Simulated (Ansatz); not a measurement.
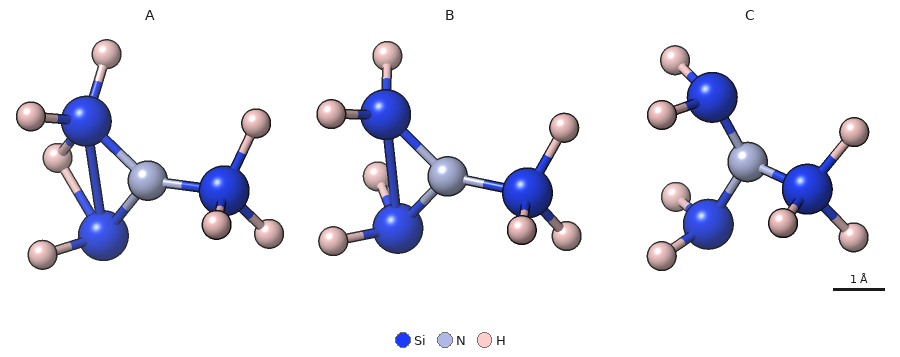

3 geometries from one relaxation of Si3NH7 (coarse preliminary run), in shuffled order. A ball-and-stick model, seen at a tilt.

The start comes from a force field.

All numbers below come from RKS PBE-D4/def2-SVP in Ansatz 0.2.0. (force threshold 0.03 eV/Å; at most 200 steps)

Order the frames from highest to lowest energy.

Answer. C, B, A. They are steps 0, 7, 16, at +2.628 eV, +0.510 eV relative to the last. The largest move after the best rigid fit is that of an H atom, 1.14 Å. By element the largest moves are H 1.14 Å, Si 0.84 Å, N 0.47 Å. Among the contacts that change: H–Si 3.317 → 1.632 Å, Si–Si 2.694 → 3.283 Å, Si–Si 2.662 → 3.236 Å, Si–Si 2.850 → 2.534 Å. New bonds form: H–Si (3.32 → 1.63 Å). Among the angles between lasting bonds that change: Si–N–Si 124.6° → 90.1°, H–Si–H 112.6° → 85.0°, Si–N–Si 112.1° → 138.8°. After 15 accepted moves (16 points after the start) the energy has fallen by 2.628 eV. Largest force component: 6.4 eV/Å at the start, 0.028 eV/Å at the end. The line search rejected the trial step at point 13 of the run. Cost: 21 s on 4 threads of Arm Neoverse V1, with other jobs on the host.
